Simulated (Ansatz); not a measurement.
CH$_{5}$BO···H$_{2}$

Input

```
crystal:
  periodic: [false, false, false]
  atoms:
    - { symbol: B, position_ang: [-0.023274, 0.598948, -0.24603] }
    - { symbol: H, position_ang: [0.179504, -0.557855, 1.844347] }
    - { symbol: C, position_ang: [1.383148, 0.082302, -0.713941] }
    - { symbol: H, position_ang: [1.444564, -1.017057, -0.684611] }
    - { symbol: H, position_ang: [1.513413, 0.364961, -1.77538] }
    - { symbol: H, position_ang: [2.236169, 0.501086, -0.153383] }
    - { symbol: H, position_ang: [-1.052916, 0.028437, -0.539311] }
    - { symbol: O, position_ang: [-0.210027, 1.780219, 0.443252] }
    - { symbol: H, position_ang: [0.622828, 2.222919, 0.647248] }
    - { symbol: H, position_ang: [-0.02621, 0.12654, 1.910008] }
basis:
  gaussian: { orbitals: def2-SVP }
hamiltonian:
  xc: pbe0
relax:
  f_tol: 0.03
  max_steps: 50
output:
  orbitals: {}
```

Launched as:

```sh
ansatz run input.yaml --threads 1 --pin off --max-ram 2048MiB --backend cpu --events-out ev --progress --plain --runs-dir out
```

The fields are those of the run's last geometry, not of the input's.

The calculation used Ansatz 0.2.0, RKS PBE0/def2-SVP.

Question: What will maps of the electron density and electron localisation function show?

Answer: O8···H10 (2.55 Å): the density falls to about 0.05 e/Å³ on the way; the ELF dips to about 0 between them (a weak contact between the two molecules).
B–O (1.35 Å): ρ at the midpoint is about 2.1 e/Å³; the ELF peaks at about 0.90 between the atoms: a short, strongly polar bond.
C–B (1.57 Å): the density is about 1.4 e/Å³ at the midpoint; the ELF peaks at about 1 between the atoms, as expected for a shared electron pair.
H–H (0.76 Å): the density is about 1.7 e/Å³ at the midpoint; the ELF peaks at about 1 between the atoms.

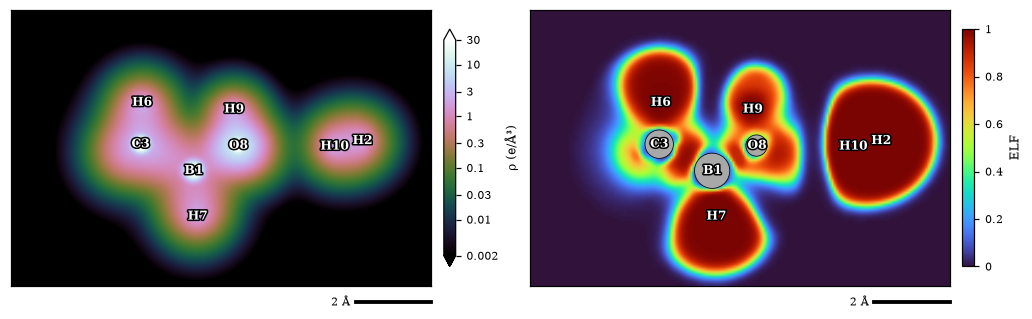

Computed electron density and electron localisation function on the plane of atoms C3, B1 and H7, in this order. Grey discs cover the atomic cores in the ELF map. 
